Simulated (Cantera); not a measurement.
Charge: 1 mol LiCl, 0.6 mol H2O, 52 mol H2, at 1750 °C.

Equilibrium computed with Cantera from the NASA thermochemical tables; the gas is ideal and each condensed phase is pure. Candidate condensed phases: H2O, Li, LiCl, LiH, LiOH, Li2O; 25 gas species. The numbers say what is thermodynamically allowed, not how fast it happens.

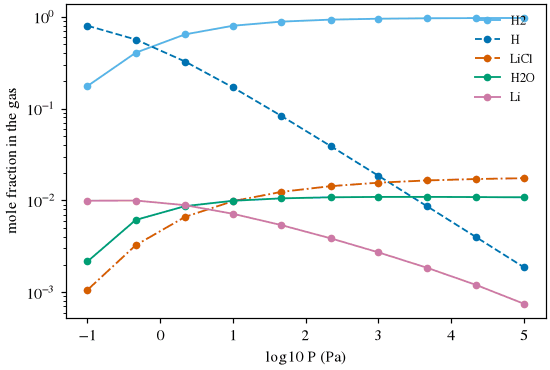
Figure. Equilibrium gas composition (values under 1e-9 drawn at 1e-9)

From 0.000750 Torr to 750 Torr nothing is condensed. The main Li-bearing gas is Li at 0.000750 Torr and LiCl at 750 Torr.
